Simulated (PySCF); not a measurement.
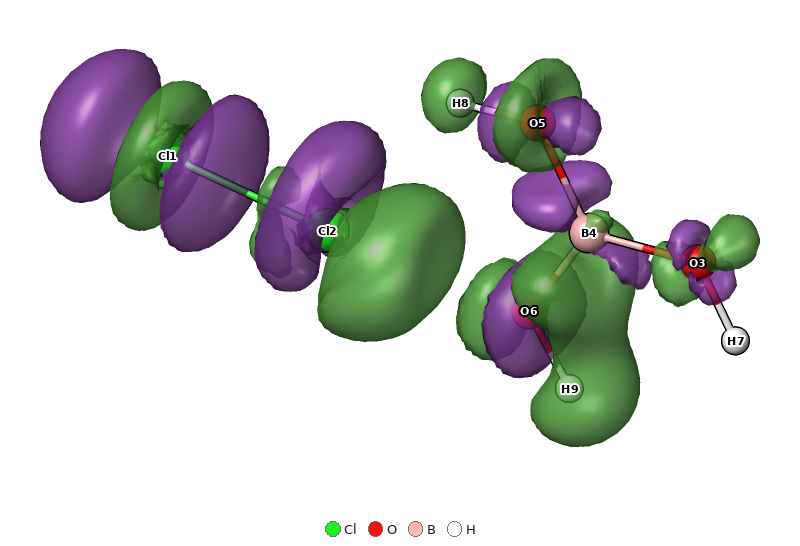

BCl$_{2}$H$_{3}$O$_{3}$, SMILES `ClCl.OB(O)O`. Density of the complex less the densities of the two fragments at the same geometry, ±0.004 e/Å³ (purple: gain, green: loss). Fragment A: Cl2 (atoms 1–2); fragment B: BH3O3.

PySCF calculation, TPSS/6-311G**, gas phase; geometry: GFN2-xTB. GFN2-xTB bond lengths at metals and heavier atoms can be off by up to 0.1 Å and shapes distorted, which carries into these values.

The calculation's input:

```python
import numpy as np
from pyscf import gto, scf, dft
from pyscf.scf import atom_ks, atom_hf
from scipy.linalg import block_diag
from pyscf.dispersion import dftd3

def solve(mol, dm0=None, hcore=None):
    mf = (dft.UKS if mol.spin else dft.RKS)(mol, xc='tpss')
    mf.grids.level = 3
    mf = mf.density_fit(auxbasis='def2-universal-jkfit')
    mf.conv_tol, mf.max_cycle = 1e-8, 80
    if hcore is not None:
        mf.get_hcore = lambda *args: hcore
    mf.kernel(dm0)
    if not mf.converged:
        mf = mf.newton().run(mf.mo_coeff, mf.mo_occ, max_cycle=30)
    assert mf.converged, 'SCF not converged'
    return mf

mol = gto.M(atom='''
Cl     3.03262    -0.21764     0.00000
Cl     1.10730     0.37501     0.00000
O     -3.55597     0.01194     0.00000
B     -2.21219    -0.12705     0.00000
O     -1.71514    -1.37502     0.00000
O     -1.34142     0.95087     0.00000
H     -3.91722     0.89643     0.00000
H     -0.76140    -1.46042     0.00000
H     -1.73896     1.82155     0.00000
''', basis='6-311g**', charge=0, spin=0, verbose=4)
mol_a = gto.M(atom='''
Cl     3.03262    -0.21764     0.00000
Cl     1.10730     0.37501     0.00000
ghost-O     -3.55597     0.01194     0.00000
ghost-B     -2.21219    -0.12705     0.00000
ghost-O     -1.71514    -1.37502     0.00000
ghost-O     -1.34142     0.95087     0.00000
ghost-H     -3.91722     0.89643     0.00000
ghost-H     -0.76140    -1.46042     0.00000
ghost-H     -1.73896     1.82155     0.00000
''', basis='6-311g**', charge=0, spin=0, verbose=4)
mol_b = gto.M(atom='''
ghost-Cl     3.03262    -0.21764     0.00000
ghost-Cl     1.10730     0.37501     0.00000
O     -3.55597     0.01194     0.00000
B     -2.21219    -0.12705     0.00000
O     -1.71514    -1.37502     0.00000
O     -1.34142     0.95087     0.00000
H     -3.91722     0.89643     0.00000
H     -0.76140    -1.46042     0.00000
H     -1.73896     1.82155     0.00000
''', basis='6-311g**', charge=0, spin=0, verbose=4)
ab, a, b = solve(mol), solve(mol_a), solve(mol_b)
e_int = ab.e_tot - a.e_tot - b.e_tot
print('counterpoise-corrected interaction energy / kcal/mol', e_int * 627.5095)
def disp(atoms, charge):
    m = gto.M(atom=atoms, charge=charge, basis='sto-3g', spin=None, unit='Bohr', verbose=0)
    return dftd3.DFTD3Dispersion(m, xc='tpss', version='d3bj').get_dispersion()['energy']
e_disp = disp(mol._atom, mol.charge) - disp(mol._atom[:2], mol_a.charge) - disp(mol._atom[2:], mol_b.charge)
print('D3(BJ) part / kcal/mol', e_disp * 627.5095)
# spherically averaged free atoms, for the promolecule
atm = atom_ks.get_atm_nrks(mol, xc='tpss')
pro = block_diag(*[(atm[a[0]][2] * atm[a[0]][3]) @ atm[a[0]][2].T for a in mol._atom])
np.savez('result.npz', e_int=e_int, e_disp=e_disp, dm_a=a.make_rdm1(), dm_b=b.make_rdm1(), c=ab.mo_coeff, occ=ab.mo_occ, eps=ab.mo_energy, pro=pro, d=[f.dip_moment(verbose=0) for f in (ab, a, b)])
```

Command:

```sh
OMP_NUM_THREADS=1 python input.py
```

The run took 2.1 min on 1 thread of Intel(R) Xeon(R) Processor @ 2.70GHz, with other jobs on the host, peak memory 0.6 GiB.

Partitions, critical points and surface values were worked out afterwards from this run's density.

Q: Which way does charge flow?

A: Hirshfeld charges show 0.048 e passing from B to A. By Hirshfeld charges, electrons gather most on Cl1 (−0.056 e) and leave O6 most (+0.012 e); 0.12 e is displaced in all, which induces a dipole of 1.50 D.

Q: What is the interaction energy, and which contacts carry it?

A: The counterpoise-corrected interaction energy of the frozen fragments is −2.5 kcal/mol without dispersion correction and −4.2 kcal/mol with D3(BJ). The pair geometry is semi-empirical, not a minimum at this level. Contacts: Cl2···O6, 2.52 Å, ρ = 0.029 a.u.; Cl2···H8, hydrogen bond, 2.62 Å, ρ = 0.010 a.u. The pose is a local one from a semi-empirical search, not shown to be the most stable.
